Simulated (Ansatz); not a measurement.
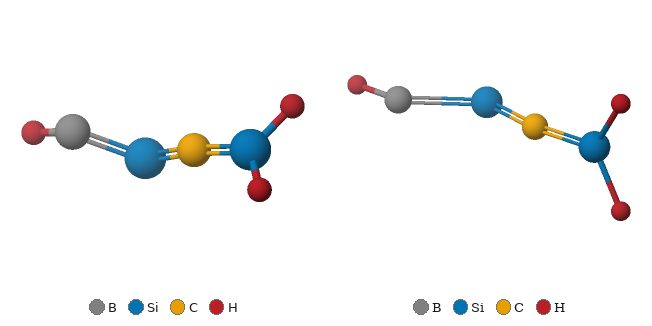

The same structure drawn twice, from different directions.

Computed geometry: PBE0-D4/def2-TZVP optimisation. No frequency run is at hand to confirm it as a minimum.

Give the formula.

Answer. CH₃BSi₂, 7 atoms: 1 carbon, 3 hydrogen, 1 boron and 2 silicon.

Give a SMILES string for it.

Answer. B=[Si]=C=[SiH2]

How many atoms are distinct by symmetry?

Answer. 6: 1 B, 1 Si, 1 C, 1 Si, 1 H, 2 H.

Does it have rings?

Answer. It has no ring.

The parts below concern this one geometry. Atoms keep their numbers from picture to picture.

### Dipole moment

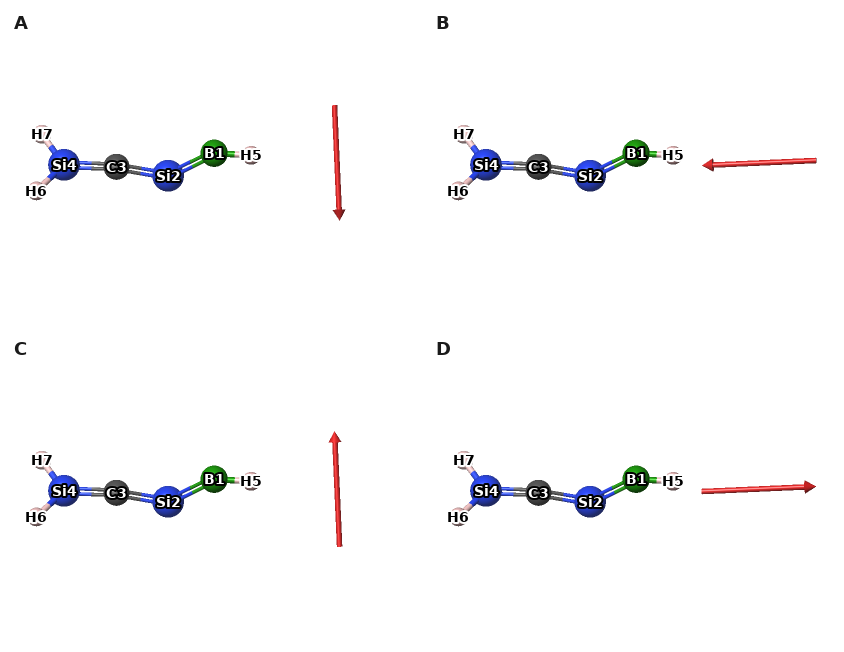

The same molecule four times, each with an arrow. No frequency run is at hand to confirm it as a minimum. Method: RKS PBE0-D4/def2-TZVP (Ansatz 0.2.0).

Which arrow points along the dipole moment, from the negative to the positive end?

Answer. B. The dipole moment is 0.42 D; it points from the side of H5 to the side of H6, H7 (the outermost atoms at the two ends).

### Electronic properties

No frequency run is at hand to confirm it as a minimum. Level of theory: RKS r2SCAN-D4/def2-TZVPP (Ansatz 0.2.0).

Estimate the dispersion correction.

Answer. −4.1 kJ/mol.

### Charges

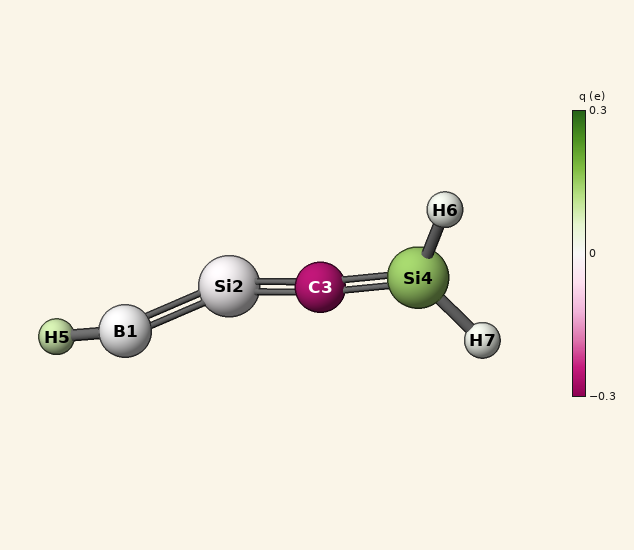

Atoms are coloured by their Mulliken charges. No frequency run is at hand to confirm it as a minimum. Properties computed with RKS PBE0-D4/def2-TZVP (Ansatz 0.2.0).

Which atom carries the highest charge (most positive or least negative)?

Answer. Si4 (0.14 e).

And the lowest?

Answer. C3 (−0.25 e).

List the Mulliken charges.

```json
{"atom": "B1", "value (e)": "0.00"}
{"atom": "Si2", "value (e)": "−0.01"}
{"atom": "C3", "value (e)": "−0.25"}
{"atom": "Si4", "value (e)": "0.14"}
{"atom": "H5", "value (e)": "0.09"}
{"atom": "H6", "value (e)": "0.01"}
{"atom": "H7", "value (e)": "0.01"}
```

Mulliken values depend strongly on the basis set and can even reverse the polarity of a bond.
